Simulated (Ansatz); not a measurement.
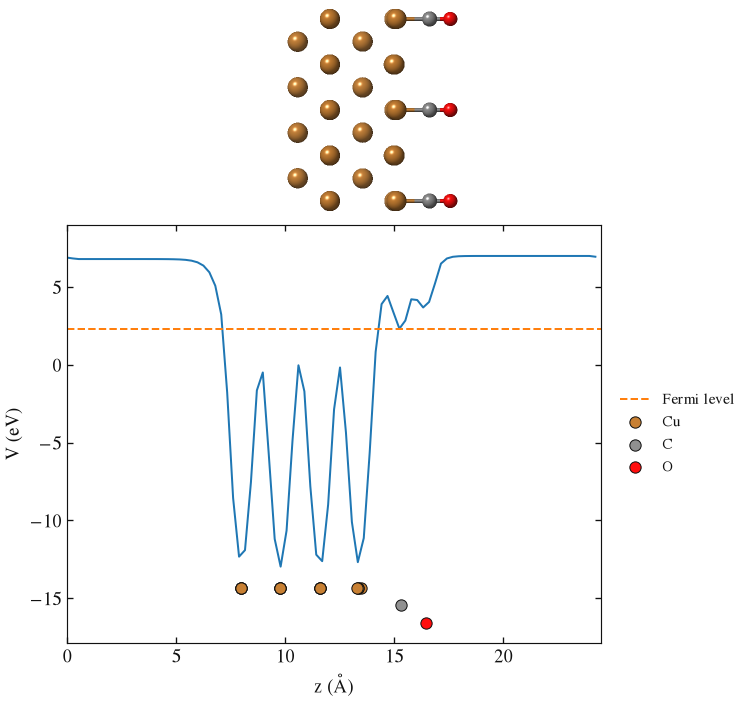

Plane-averaged electrostatic potential energy of an electron across the slab; circles at the bottom mark the heights of the atoms. The structure is drawn too.

System: a (100) slab cut from Cu (Fm-3m), of composition Cu₁₆CO (not the bulk's), ended by Cu planes, 18 atoms in the cell, the whole at its places in the relaxed adsorbed structure.

```xyz
18
Lattice="5.0394 0.0000 0.0000 0.0000 5.0394 0.0000 0.0000 0.0000 24.4951" Properties=species:S:1:pos:R:3 pbc="T T T"
Cu    1.2598    1.2598    8.0000
Cu    1.2598    3.7795    8.0000
Cu    3.7795    1.2598    8.0000
Cu    3.7795    3.7795    8.0000
Cu    2.5197    2.5197    9.7817
Cu    2.5197    0.0000    9.7817
Cu    0.0000    2.5197    9.7817
Cu    0.0000    0.0000    9.7817
Cu    3.7892    3.7892   11.5941
Cu    3.7892    1.2501   11.5941
Cu    1.2501    3.7892   11.5941
Cu    1.2501    1.2501   11.5941
Cu    0.0000    0.0000   13.4632
Cu    0.0000    2.5197   13.3543
Cu    2.5197    0.0000   13.3543
Cu    2.5197    2.5197   13.3188
C     0.0000    0.0000   15.2983
O     0.0000    0.0000   16.4481
```

Method: DFT PBE+D3(BJ), scalar-relativistic, plane waves, PAW, no spin polarisation, 4×4×1 k mesh, 420 eV cutoff, Gaussian smearing of 0.1 eV (Ansatz 0.2.0).

Question: What is the work function?

Answer: The work function is 4.70 eV at the right face and 4.50 eV at the left.

Question: How thick are slab and vacuum?

Answer: The outermost atoms are 8.4 Å apart, which leaves 16.0 Å of vacuum in a cell 24.5 Å high.
